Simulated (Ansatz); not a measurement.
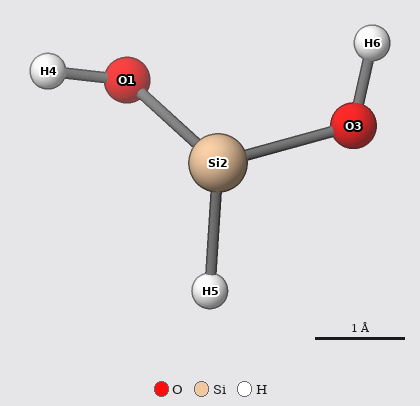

Figure 1. The input geometry (ball-and-stick view, seen on its broad side; atoms are numbered from 1 in the order of the input). Bond lengths as drawn: H–O 0.96 Å, H–Si 1.50 Å and O–Si 1.64 to 1.65 Å.

## SiH3O2: phonon calculation

- system: SiH3O2, multiplicity 2, SMILES O[SiH]O
- method: UKS PBE0-D4/def2-TZVP (Ansatz 0.2.0)

The geometry comes from this level: PBE0-D4/def2-TZVP. Figures and captions count atoms from 1; the log counts them from 0 in places.

**Log**
```
Functional definition: PBE0
  name "PBE0"
  cite "Adamo & Barone, J. Chem. Phys. 110, 6158 (1999) doi:10.1063/1.478522"
  cite "Perdew, Burke & Ernzerhof, Phys. Rev. Lett. 77, 3865 (1996) doi:10.1103/PhysRevLett.77.3865"
  parent pbe
  parameter a = 0.25
  parameter kappa = 0.804
  parameter beta = 0.06672455060314922
  exchange = (1 - a)*pbe_x(kappa = kappa, mu = beta*pi^2/3) + a*exact_x
  correlation = pbe_c(beta = beta)
702 factors; their error is unknown
mean field evaluation 1: about -12007.8868 eV, gradient 5.0e1 eV
mean field evaluation 2: about -11990.9587 eV, gradient 8.4e1 eV
mean field evaluation 4: about -12015.9308 eV, gradient 1.3e0 eV
mean field evaluation 8: about -12015.9383 eV, gradient 6.3e-2 eV
mean field evaluation 16: about -12015.9804 eV, gradient 3.7e-5 eV
mean field -12015.98044113 eV, -441.5791364875 hartree, gradient 3.7e-5 eV, S^2 0.752246; 0 other end points of the search recorded, 0 dependent functions left out
the calculation of the forces begins
reference -12015.98046706 eV, -441.5791374405 hartree; 17, 16 occupied and 100, 101 virtual orbitals, 702 factors
these checks for a lower state are left out or cut short: stability, starts, cluster_reference, orbital_swaps, neighbouring_geometries, increment
702 factors; their error is unknown
mean field -12015.98032010 eV, -441.5791320398 hartree, gradient 2.5e-6 eV, S^2 0.752243; 0 other end points of the search recorded, 0 dependent functions left out
[... from here on the field's lines of each further geometry are left out, up to the last ...]
the calculation of the forces begins
reference -12015.98039288 eV, -441.5791347141 hartree; 17, 16 occupied and 100, 101 virtual orbitals, 702 factors
these checks for a lower state are left out or cut short: stability, starts, cluster_reference, orbital_swaps, neighbouring_geometries, increment
702 factors; their error is unknown
mean field -12015.98036298 eV, -441.5791336154 hartree, gradient 2.6e-6 eV, S^2 0.752244; 0 other end points of the search recorded, 0 dependent functions left out
the calculation of the forces begins
reference -12015.98038890 eV, -441.5791345682 hartree; 17, 16 occupied and 100, 101 virtual orbitals, 702 factors
Total energy: -12016.05018502 eV, -441.5816995281 hartree
Atom 0 at    -1.186192    -0.443353    -0.202504 Å, force     0.003329     0.002432    -0.002916 eV/Å
Atom 1 at     0.358939     0.083273    -0.457085 Å, force    -0.002136    -0.003754     0.003130 eV/Å
Atom 2 at     1.071045     0.255000     1.010865 Å, force     0.000010    -0.000197    -0.002913 eV/Å
Atom 3 at    -1.625271    -0.879016    -0.934745 Å, force     0.000117     0.000245     0.000607 eV/Å
Atom 4 at     0.393794     1.459265    -1.043769 Å, force    -0.001349     0.000259     0.001497 eV/Å
Atom 5 at     0.987675    -0.475169     1.627238 Å, force     0.000028     0.001016     0.000595 eV/Å
Dipole moment:    -0.135807    -0.349048    -0.137003 e Å
Vibrations: 197.32 217.82 354.79 700.60 743.20 803.78 828.91 886.10 939.45 2137.08 3912.75 3921.18 cm⁻¹, zero-point energy 0.969741 eV
```

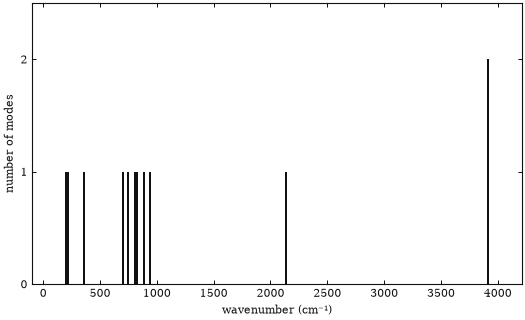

Figure 2. Harmonic vibrational wavenumbers from the force constants; neighbouring modes closer than 17 cm⁻¹ are counted in one stick. 12 modes from 197 to 3921 cm⁻¹, none imaginary.

The run was set up as follows.

**Input**
```yaml
crystal:
  periodic: [false, false, false]
  atoms:
    - {symbol: O, position_ang: [-1.186192, -0.443353, -0.202504]}
    - {symbol: Si, position_ang: [0.358939, 0.083273, -0.457085]}
    - {symbol: O, position_ang: [1.071045, 0.255000, 1.010865]}
    - {symbol: H, position_ang: [-1.625271, -0.879016, -0.934745]}
    - {symbol: H, position_ang: [0.393794, 1.459265, -1.043769]}
    - {symbol: H, position_ang: [0.987675, -0.475169, 1.627238]}
basis:
  gaussian: {orbitals: def2-TZVP}
magnetization: {spin_polarized: true, initial_magnetization: 1}
hamiltonian: {xc: pbe0, dispersion: d4}
phonons: {temperatures: {t_min: 298.15, t_max: 900, t_step: 200}}
```

**Key numbers**

| quantity | value |
| --- | --- |
| outcome | converged |
| total energy | −12016.0502 eV |
| mean-field energy | −12015.9805 eV |
| dispersion energy | −0.0697 eV |
| ⟨S²⟩ | 0.752 |
| largest force (length of the vector) | 0.005 eV/Å |
| dipole moment | 1.92 D |
| hardware | 2 CPU threads, shared host |
| wall time | 2.3 min (CPU time 2.3 min) |
| peak memory | 0.24 GiB |
